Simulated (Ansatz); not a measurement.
The end point of a relaxation of AlN. Space group P6₃mc (No. 186), wurtzite type. These are r2SCAN (plane waves to 500 eV, PAW, scalar-relativistic; Ansatz, a quantum-chemistry and plane-wave program) values and carry that method's errors.

```cif
data_Al2N2
_chemical_formula_sum 'Al2 N2'
_space_group_name_H-M_alt 'P 1'
_space_group_IT_number 1
_cell_length_a 3.10667
_cell_length_b 3.10667
_cell_length_c 4.97840
_cell_angle_alpha 90.000
_cell_angle_beta 90.000
_cell_angle_gamma 120.000
loop_
_space_group_symop_operation_xyz
  'x, y, z'
loop_
_atom_site_label
_atom_site_type_symbol
_atom_site_fract_x
_atom_site_fract_y
_atom_site_fract_z
_atom_site_occupancy
Al1 Al 0.33333 0.66667 0.99659 1
Al2 Al 0.66667 0.33333 0.49659 1
N1 N 0.33333 0.66667 0.37821 1
N2 N 0.66667 0.33333 0.87821 1
```

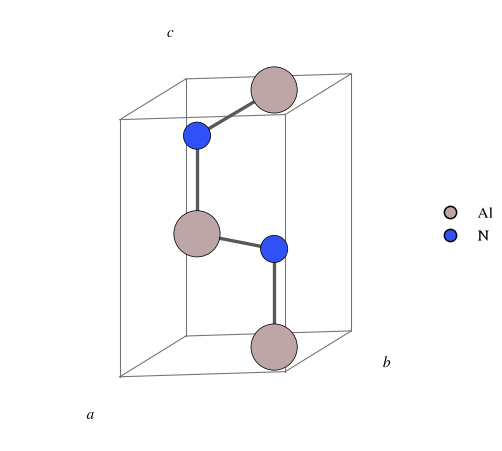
Fig. 1. The conventional cell of the relaxed structure

```yaml
volume_per_atom: 10.40 Å³
band_gap: 4.88 eV, direct at Γ (no spin-orbit coupling)
shortest_distances: Al–N 1.89 Å; Al–Al 3.07 Å; N–N 3.07 Å
k-mesh: 12×12×7
```

Band energies at high-symmetry points (eV from the VBM; labels of this space group; no spin-orbit coupling), from −5 eV up to 8.3 eV:

```tsv
point	energies
Γ	-0.89 -0.89 -0.22 -0.22 0.00 4.88 7.53
M	-4.22 -3.39 -2.14 -1.77 -0.71 6.45 6.57
K	-4.89 -3.80 -3.80 -2.52 -2.41 -2.41 5.70
A	-3.38 -3.38 -0.56 -0.56 -0.56 -0.56 7.23 7.23
L	-1.50 -1.50 -1.39 -1.39 6.00 6.00
H	-4.87 -4.87 -3.92 -3.92 -0.81 -0.81 8.15 8.15
```

No spin polarisation in the result.

Measured for AlN: a 3.1113 Å (0 K or low temperature; as listed in arXiv:1206.3780); c 4.9793 Å (0 K or low temperature; as listed in arXiv:1206.3780); gap 6.51 eV (static lattice; corrected from measurement; as listed in Martin Feneberg et al., Physical Review B (2010)). Computed minus measured — a: r2SCAN -0.1 %; c: r2SCAN 0.0 %; gap: r2SCAN -1.63 eV. The computed values are for a static lattice, and a measured gap can be an optical one, lowered by exciton binding.

The run could not lose the symmetry of its start.
